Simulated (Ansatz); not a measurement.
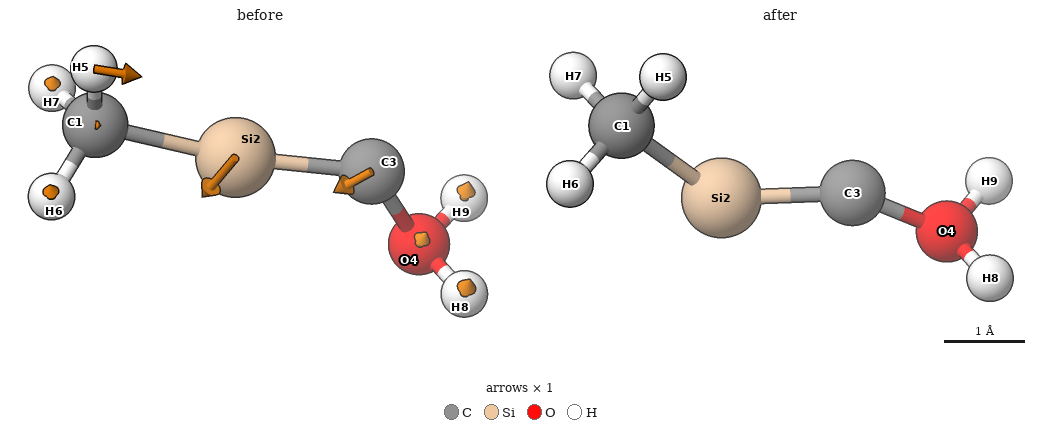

The structure of C₂H₅OSi (charge +1) before (left) and after (right) a relaxation, at one scale. The orange arrows give the displacements, at their true length.

Style: ball-and-stick. Shown from a free direction.

Computed with Ansatz 0.2.0, RKS PBE0-D4/def2-TZVP. (force threshold 0.005 eV/Å; at most 200 steps)

### What changed between the two?

Si2 moves most after the best rigid fit: 0.87 Å. By element the largest moves are Si 0.87 Å, C 0.64 Å, H 0.63 Å, O 0.26 Å. Near-neighbour distances that change, for instance: C3–O4 1.509 → 1.394 Å, Si2–C3 1.727 → 1.643 Å, C1–Si2 1.867 → 1.856 Å. Among the angles between lasting bonds that change: C1–Si2–C3 169.4° → 129.7°, Si2–C3–O4 122.2° → 145.4°, C3–O4–H8 105.2° → 116.6°. Over 9 accepted moves (10 points after the start) the energy falls by 16.4 kcal/mol. Largest force component: 2.1 eV/Å at the start, 0.0018 eV/Å at the end. The line search rejected the trial step at point 6 of the run.
